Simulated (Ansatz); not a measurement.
# Gap against strain: armchair germanene nanoribbon (N = 10, H edges)

**Method.** Ansatz 0.2.0, plane waves with PAW datasets, PBE, Fermi-Dirac smearing of 0.05 eV, no spin-orbit coupling. The period is scaled from its relaxed value of 7.005 Å and the atoms relax, within the symmetry of the start, at each strain ε (in %); gaps, in eV, are read on a band path.

```tsv
period (Å)	energy (eV a cell)	place of the conduction minimum (Γ = 0, Z = 1)	ε	gap
6.725	+0.266	0.00	−4	0.4817
6.865	+0.063	0.00	−2	0.4232
7.005	0.000	0.00	0	0.3731
7.145	+0.068	0.00	2	0.3207
7.285	+0.262	0.00	4	0.272
```

One run is withheld: period (Å) = 7.425, with ε = 6. Fit a straight line gap = a + b × ε to the 5 rows shown and predict it.

**Fit.** The means are 0 for ε and 0.3742 for gap. The sum of products of deviations is −1.044 and the sum of squares in ε is 40, so b = −1.044 / 40 = −0.02609 and a = 0.3742 − (−0.02609) × 0 = 0.3742. The residuals' standard deviation, with 3 degrees of freedom, is σ = 0.003.

**Prediction.** gap = 0.3742 + (−0.02609) × 6 = 0.2176. The run gave 0.2241, so the prediction less the run is −0.0065. The standard error of a prediction there, σ√(1 + 1/5 + (6 − 0)²/40), is 0.0044, and the miss is 1.5 times that, for a point outside the fitted range. With so few rows σ is itself uncertain.

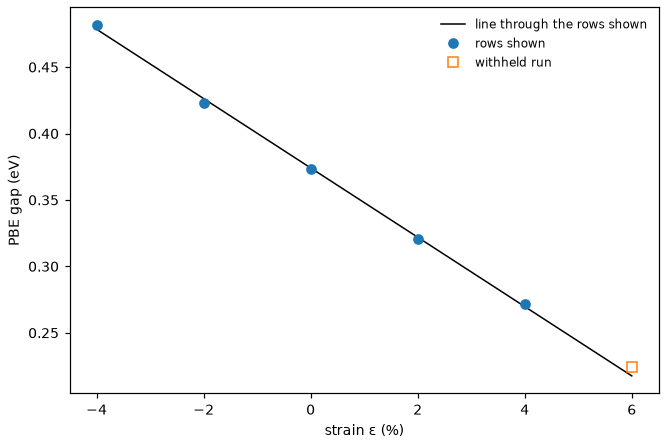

The fitted line, the rows shown and the withheld run.

The gap narrows at every step from compression to tension.

Caveats: Kohn-Sham gaps of a wire among periodic images, which in a check on one flat ribbon (7 Å apart) lowered the gap by 0.2 eV and flattened the slope; the slope b × 100 is a mean deformation potential of the gap, in eV per unit strain. Between neighbouring runs it lies between −2.9 and −2.4 eV. The unstrained row comes from a denser mesh than the others, which shifts its energy a little. Series of this kind are told only where this holds: a gap at every strain (compound wires with polar facets were set aside first). 88 of 101 did.

[Logs are printed without paths, hosts, clocks, repeated set-up lines and the standing remarks that a program may print on its own settings, such as how far it seeks lower states.]
